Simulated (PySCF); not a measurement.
# AsNH: relaxation and vibrations of the doublet

The task is one start of a wider search on AsNH: the doublet, from a bent start. It is relaxed, tested by its Hessian and followed downhill if it is a saddle.

Method: PBE0, basis As def2-TZVP, N def2-TZVP, H def2-TZVP, no relativity, density fitting; program: PySCF 2.14.0.

## 1. The starting structure

3 atoms, charge 0, spin multiplicity 2.

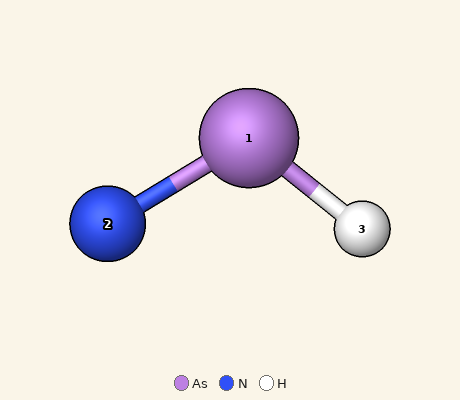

Start geometry, drawn with arsenic purple, nitrogen blue, hydrogen white; atoms are numbered from 1 in the order of the file.

Coordinates in bohr (charge 0 multiplicity 2):
```
As    0.0000    0.0000    0.0000
N    -2.6934    0.0000    1.8859
H     2.3684    0.0000    1.6584
```

## 2. Finding the electronic state

One driver script runs all steps and calls PySCF; scf.py shows how it sets up the SCF of each step. The optimiser is the driver's own. After this first run the driver tries any further starts and a stability analysis.

Input file scf.py:

```python
from pyscf import gto, scf, dft
mol = gto.M(atom='''
As     0.000000     0.000000     0.000000
N     -1.425300     0.000000     0.998000
H      1.253300     0.000000     0.877600''',
    basis={'As': 'def2-TZVP', 'N': 'def2-TZVP', 'H': 'def2-TZVP'},
    charge=0, spin=1)
mf = dft.UKS(mol, xc='PBE0')
mf.grids.atom_grid = (50, 194)
aux = {'As': 'def2-universal-JKFIT', 'N': 'def2-universal-JKFIT', 'H': 'def2-universal-JKFIT'}
mf = mf.density_fit(auxbasis=aux)
mf.conv_tol = 1e-08
mf.diis_space = 10
mf.max_cycle = 60
mf.init_guess = 'minao'
mf.verbose = 4
mf.kernel()
```

Run with:

```console
$ OMP_NUM_THREADS=2 python axn.py task.json out
```

What it wrote:

```text
init E= -2289.99646210638
[... the frontier-level lines of each cycle are left out ...]
cycle= 1 E= -2290.72714518714  delta_E= -0.731  |g|= 0.403  |ddm|=  1.3
cycle= 2 E= -2290.23576933291  delta_E= 0.491  |g|=    1  |ddm|= 0.957
cycle= 3 E= -2290.77886127729  delta_E= -0.543  |g|= 0.192  |ddm|= 0.85
cycle= 4 E= -2290.79633795956  delta_E= -0.0175  |g|= 0.0511  |ddm|= 0.149
cycle= 5 E= -2290.79860361202  delta_E= -0.00227  |g|= 0.0132  |ddm|= 0.0611
cycle= 6 E= -2290.79914971095  delta_E= -0.000546  |g|= 0.00668  |ddm|= 0.0365
cycle= 7 E= -2290.79941873887  delta_E= -0.000269  |g|= 0.00531  |ddm|= 0.0246
cycle= 8 E= -2290.7997554061  delta_E= -0.000337  |g|= 0.00398  |ddm|= 0.0394
cycle= 9 E= -2290.79997585648  delta_E= -0.00022  |g|= 0.00293  |ddm|= 0.0392
cycle= 10 E= -2290.80006233474  delta_E= -8.65e-05  |g|= 0.00106  |ddm|= 0.0305
cycle= 11 E= -2290.80007141681  delta_E= -9.08e-06  |g|= 0.000808  |ddm|= 0.0101
cycle= 12 E= -2290.80007221598  delta_E= -7.99e-07  |g|= 0.000245  |ddm|= 0.00152
cycle= 13 E= -2290.80007240611  delta_E= -1.9e-07  |g|= 0.000125  |ddm|= 0.00184
cycle= 14 E= -2290.80007241947  delta_E= -1.34e-08  |g|= 3.05e-05  |ddm|= 0.000265
cycle= 15 E= -2290.80007242075  delta_E= -1.28e-09  |g|= 7.09e-06  |ddm|= 9.07e-05
Extra cycle  E= -2290.80007242086  delta_E= -1.12e-10  |g|= 8.05e-06  |ddm|= 2.01e-05
converged SCF energy = -2290.80007242086  <S^2> = 0.87063825  2S+1 = 2.1172041
```

This step, with its further starts and checks, needed 3.6 s of wall time on 2 threads of Arm Neoverse V2, shared host.

No lower solution of this spin turned up in the test of internal stability.

## 3. Bent start, doublet: relaxation

The program finds Cs symmetry in the start, which this walk keeps. Threshold on the gradient: 0.0003 Eh/bohr, with a further test on the energy change.

scf.py: that of step 2 with these lines changed.

```diff
@@ -3,3 +3,3 @@
-As     0.000000     0.000000     0.000000
-N     -1.425300     0.000000     0.998000
-H      1.253300     0.000000     0.877600''',
+As     0.207883     0.000000    -0.165230
+N     -1.217417     0.000000     0.832770
+H      1.461183     0.000000     0.712370''',
@@ -15 +14,0 @@
-mf.init_guess = 'minao'
```

The optimiser's trace:

```csv
step,energy (Eh),change (kJ/mol),largest symmetric gradient (Eh/bohr)
0,-2290.800072,0.00,0.02762
1,-2290.805009,-12.96,0.00391
2,-2290.805315,-13.76,0.00200
3,-2290.805335,-13.82,0.00096
4,-2290.805338,-13.82,0.00014
5,-2290.805338,-13.82,0.00003
```

The walk took 6.6 s.

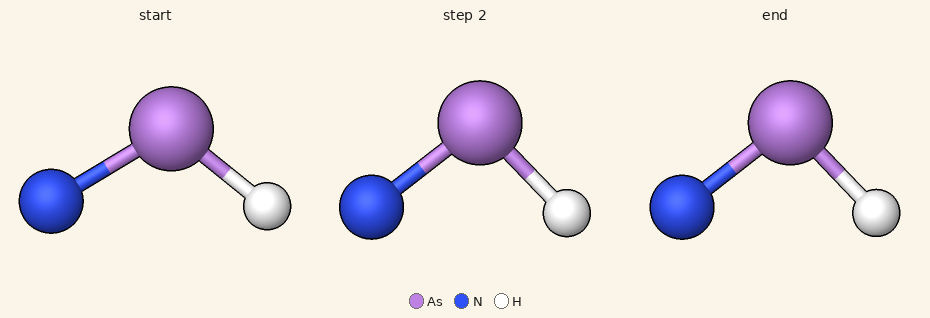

The geometry along the walk, at one scale.

After 5 steps and 13.8 kJ/mol it ends at Cs: As–H 1.547 Å, As–N 1.703 Å; H–As–N 95.7°.

## 4. Frequencies

On the finer grid the gradient is checked again; gradients at displacements of ±0.02 bohr then give force constants and infrared intensities.

scf.py: that of step 3 with these lines changed.

```diff
@@ -3,3 +3,3 @@
-As     0.207883     0.000000    -0.165230
-N     -1.217417     0.000000     0.832770
-H      1.461183     0.000000     0.712370''',
+As     0.184656     0.000000    -0.188741
+N     -1.083171     0.000000     0.948018
+H      1.326373     0.000000     0.855083''',
@@ -9 +9 @@
-mf.grids.atom_grid = (50, 194)
+mf.grids.atom_grid = (75, 302)
@@ -12 +12 @@
-mf.conv_tol = 1e-08
+mf.conv_tol = 1e-10
```

The driver hands on the density of the step before, so the log starts near convergence.

SCF at the final geometry:

```text
init E= -2290.80531510337
[... the frontier-level lines of each cycle are left out ...]
cycle= 1 E= -2290.80531510336  delta_E= 9.55e-12  |g|= 2.36e-06  |ddm|= 3.72e-06
Extra cycle  E= -2290.80531510335  delta_E= 5e-12  |g|= 6.07e-06  |ddm|= 6.01e-06
converged SCF energy = -2290.80531510335  <S^2> = 0.83255696  2S+1 = 2.0809199
```

The whole step took 28 s.

Geometry: Cs; As–H 1.547 Å, As–N 1.703 Å; H–As–N 95.7°.

Harmonic modes (main isotopes):

```
symmetry  ω (cm⁻¹)  IR (km/mol)  μ (u)     type
      a'       660         21.1   1.14     bend
      a'       856          3.7   9.27  stretch
      a'      2054         82.9   1.02  stretch
```

Every mode is real; the point is a minimum.

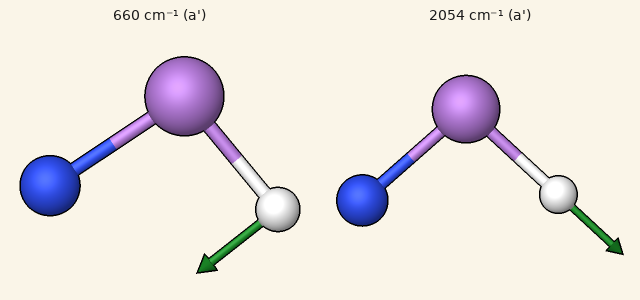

Displacements of 2 of the modes, as arrows (one member where a mode is degenerate).

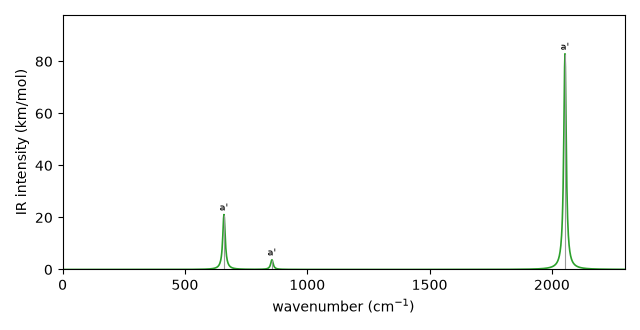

The harmonic infrared spectrum (widths in cm⁻¹). Lines are broadened to a width of 12 cm⁻¹ (Lorentzian).

Properties at this point:

```
Dipole moment                                                   : 2.46 D
Highest occupied level                                          : -7.81 eV
Lowest empty level                                              : -2.92 eV
Rotational constants                                            : 7.179, 0.4901, 0.4587 cm⁻¹
Zero-point energy                                               : 21.3 kJ/mol
Principal polarisabilities                                      : 24.1, 32.1, 44.6 bohr³
Atomisation energy without zero-point energy                    : 581 kJ/mol
Principal traceless quadrupole moments about the centre of mass : -4.68, 2.21, 2.47 D Å
Entropy at 298.15 K and 1 bar (electronic part: spin only)      : 254.7 J/(mol K)
Heat capacity Cp at 298.15 K                                    : 39.5 J/(mol K)
Enthalpy at 298.15 K above 0 K                                  : 10.43 kJ/mol
Rotational symmetry number                                      : 1
Spin squared ⟨S²⟩                                               : 0.833
```

Charges (e) and bond orders:

```
atom  Mulliken  Löwdin  polar tensor  spin (Mulliken)  Mayer order to As1
 As1      0.21    0.35          0.24            -0.32                   –
  N2     -0.28   -0.33         -0.17             1.17                2.01
  H3      0.07   -0.02         -0.08             0.15                0.90
```

Mulliken populations on As1: s 7.83, p 14.78, d 10.16, f 0.02.

## 5. Summary of results

| quantity | value |
| --- | --- |
| minimum | doublet, Cs |
| geometry | As–H 1.547 Å, As–N 1.703 Å; H–As–N 95.7° |
| wavenumbers (cm⁻¹) | 660 (a'), 856 (a'), 2054 (a') |
| dipole moment | 2.46 D |
| highest occupied, lowest empty level (either spin) | -7.81, -2.92 eV |
| polar-tensor charge of As1 | +0.24 e |
| zero-point energy | 21.3 kJ/mol |
| entropy at 298.15 K | 254.7 J/(mol K) |
| atomisation energy (no zero-point energy) | 581 kJ/mol |
| ⟨S²⟩ | 0.833 |

What this shows: The bent start keeps its Cs symmetry and ends in a minimum. The strongest infrared band lies at 2054 cm⁻¹ (a', stretch). Most of the spin sits on N2 (Mulliken spin 1.17, against 1 for the whole molecule). Only this shape and spin were tried, so other structures or states may lie lower.

The search up to here took 39 s.
